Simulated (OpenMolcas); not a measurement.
**Excited-state calculation, with input and output: C4H4N2 (part 4 of 4)**

C4H4N2 (pyridazine), SMILES c1ccnnc1; CASPT2/ANO-RCC-VDZP, DKH2 (OpenMolcas 26.06). The geometry comes from this level: GFN2-xTB.

Geometry of the input (Å):
```
C  0.8061  -0.3012  -0.6270
C  0.0965  -1.0103  0.3216
C  -0.9187  -0.3249  0.9872
N  -1.2087  0.9380  0.7421
N  -0.5415  1.6048  -0.1503
C  0.4345  1.0281  -0.8235
H  1.6110  -0.7471  -1.1919
H  0.3112  -2.0452  0.5424
H  -1.5268  -0.8010  1.7433
H  0.9364  1.6588  -1.5439
```

### The program's output, continued
```
--------------------------------------------------------------------------------
 CI COEFFICIENTS LARGER THAN  5.00E-02
  Occupation of active orbitals, and spin coupling
  of open shells. (u,d: Spin up or down).
  SGUGA info is (Midvert:IsyUp:UpperWalk/LowerWalk)
        Conf  SGUGA info        Occupation    Coefficient         Weight
           2  ( 2:1:   1/   1)   ud             -0.118276       0.013989
           3  ( 3:1:   1/   1)   02              0.991944       0.983952

--

--- Stop Module: caspt2 /rc=_RC_ALL_IS_WELL_ ---
--- Module caspt2 spent 4 seconds ---

--- Start Module: rassi ---

                                               &RASSI

                       available to each process: 1.9 GB of memory, 1 thread

      ********************************************************************************
      *                             General data section                             *
      ********************************************************************************

   Specific data for JOBIPH file JOBMIX
   -------------------------------------

   Header from SEWARD:

   CASSCF title (first line only):
       (No title given)

  STATE IRREP:                1
  SPIN MULTIPLICITY:          1
  ACTIVE ELECTRONS:           2
  MAX RAS1 HOLES:             0
  MAX RAS3 ELECTRONS:         0
  NR OF CONFIG:               3
 ###############################################################################
 ###    WARNING: EJOB used when HEFF is available, possible                  ###
 ###    extra interaction between states is ignored!                         ###
 ###############################################################################

   The following data are common to all the states:
   ------------------------------------------------
   (note: frozen counts as inactive, deleted as secondary)

      Nr of irreps: 1

                 Total     No./Irrep
      Irrep                  1
                             a

      INACTIVE      20      20
      ACTIVE         2       2
      SECONDARY     82      82
      BASIS        104     104

      RAS1           0       0
      RAS2           2       2
      RAS3           0       0

        MATRIX ELEMENTS WILL BE COMPUTED FOR THE FOLLOWING ONE-ELECTRON OPERATORS, UNLESS ZERO BY SYMMETRY.
   (Herm=Hermitian, Anti=Antihermitian, Sing=Singlet operator, Trip=Triplet operator)
     MLTPL  0   1 (HERMSING)     MLTPL  1   1 (HERMSING)     MLTPL  1   2 (HERMSING)
     MLTPL  1   3 (HERMSING)     MLTPL  2   1 (HERMSING)     MLTPL  2   2 (HERMSING)
     MLTPL  2   3 (HERMSING)     MLTPL  2   4 (HERMSING)     MLTPL  2   5 (HERMSING)
     MLTPL  2   6 (HERMSING)     VELOCITY   1 (ANTISING)     VELOCITY   2 (ANTISING)
     VELOCITY   3 (ANTISING)     ANGMOM     1 (ANTISING)     ANGMOM     2 (ANTISING)
     ANGMOM     3 (ANTISING)     MLTPV  2   1 (ANTISING)     MLTPV  2   2 (ANTISING)
     MLTPV  2   3 (ANTISING)     MLTPV  2   4 (ANTISING)     MLTPV  2   5 (ANTISING)
     MLTPV  2   6 (ANTISING)

       EIGENSTATES OF A SPIN-FREE HAMILTONIAN WILL BE COMPUTED BASED ON:

  a Hamiltonian matrix assumed to be diagonal with energies read from the wavefunction file(s).

  Nr of states:                    3

   State:        1   2   3
  JobIph:        1   1   1
 Root nr:        1   2   3

  HAMILTONIAN MATRIX FOR THE ORIGINAL STATES:

  Diagonal, with energies
   -263.71701850   -263.58796287   -263.40005487

      OVERLAP MATRIX FOR THE ORIGINAL STATES:

  Diagonal, with elements
      1.00000000      1.00000000      1.00000000

::    RASSI State    1     Total energy:    -263.71701850068393
::    RASSI State    2     Total energy:    -263.58796286552297
::    RASSI State    3     Total energy:    -263.40005487113638

      ****************************************************************************************************
      *                                         Spin-free section                                        *
      *                 Note: index according to input order, order according to energy.                 *
      ****************************************************************************************************

  SPIN-FREE ENERGIES:
  (Shifted by EMIN (a.u.) =       -263.7170185007)

 SF State       Relative EMIN(au)   Rel lowest level(eV)    D:o, cm**(-1)

     1             0.0000000000        0.0000000000              0.0000
     2             0.1290556352        3.5117827356          28324.4380
     3             0.3169636295        8.6250197495          69565.4758

++ Dipole transition strengths (spin-free states):
   -----------------------------------------------
     for osc. strength at least  1.00000000E-05

      From   To        Osc. strength     Einstein coefficients Ax, Ay, Az (sec-1)    Total A (sec-1)
     -----------------------------------------------------------------------------------------------
         1    2       8.74588124E-03  1.98318885E+06  3.78103756E+05  2.31895040E+06  4.68024301E+06
         1    3       2.12982134E-03  2.13139844E+06  4.49951489E+06  2.44090118E+05  6.87500345E+06
         2    3       1.48296205E-02  7.12890440E+06  1.35921569E+06  8.33596422E+06  1.68240843E+07
     -----------------------------------------------------------------------------------------------
--

++ Velocity transition strengths (spin-free states):
   -------------------------------------------------
     for osc. strength at least  1.00000000E-05

      From   To        Osc. strength     Einstein coefficients Ax, Ay, Az (sec-1)    Total A (sec-1)
     -----------------------------------------------------------------------------------------------
         1    2       1.00475120E-02  2.27697892E+06  4.34113705E+05  2.66570092E+06  5.37679354E+06
         2    3       5.92559643E-03  2.84687971E+06  5.42767212E+05  3.33289421E+06  6.72254112E+06
     -----------------------------------------------------------------------------------------------
--

++ Length and velocity gauge comparison (spin-free states):
   --------------------------------------------------------

 --------------------------------------------------
 A comparison between the dipole oscillator strengths in
 length and velocity gauge will be performed

     All dipole oscillator differences above the tolerance of   1.00000000E-01  will be printed

 Due to basis set deficiency these oscillator may be problematic

 The tolerance is defined as ABS(1-O_l/O_v)
 O_l : dipole oscillator strength in length gauge
 O_p : dipole oscillator strength in velocity gauge
 --------------------------------------------------

  Problematic transitions have been found

      From   To       Difference (%) Osc. st. (len.) Osc. st. (vel.)
     ---------------------------------------------------------------
         1    2            12.954757  8.74588124E-03  1.00475120E-02
         1    3      ---------------  2.12982134E-03 below threshold
         2    3           150.263762  1.48296205E-02  5.92559643E-03
     ---------------------------------------------------------------

 Number of problematic transitions =                     3

--

 Electric-dipole - electric-octupole not included
 Electric-dipole - magnetic-quadrupole not included

      ****************************************************************************************************
      *                                    Special properties section                                    *
      ****************************************************************************************************

--- Stop Module: rassi /rc=_RC_ALL_IS_WELL_ ---

.##################.
.# Happy landing! #.
.##################.

    Timing: Wall=11.34 User=10.05 System=1.15
```

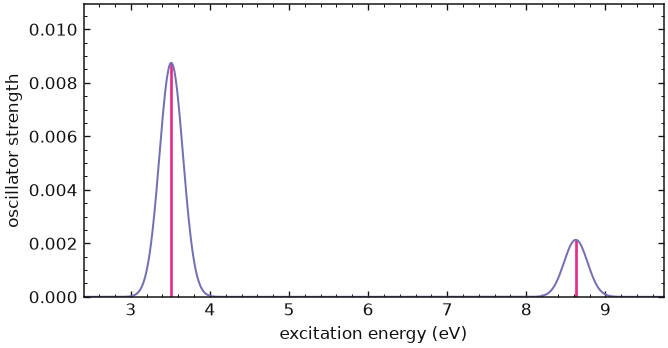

*Computed excitations as sticks (degenerate states added up, dark ones marked on the axis), with a Gaussian envelope of 0.35 eV full width at half maximum, scaled to the tallest.*

Of the 2 states the lowest lies at 3.51 eV (f = 0.009); the strongest line is at 3.51 eV, or 353 nm (f = 0.009).

### Summary

| quantity | value |
| --- | --- |
| outcome | converged |
| total energy | −263.717019 hartree |
| CASSCF energy | −262.835716 hartree |
| basis functions | 104 |
| lowest singlet excitation | 3.51 eV |
| wall time | 12 s |
| peak memory | 0.1 GiB |
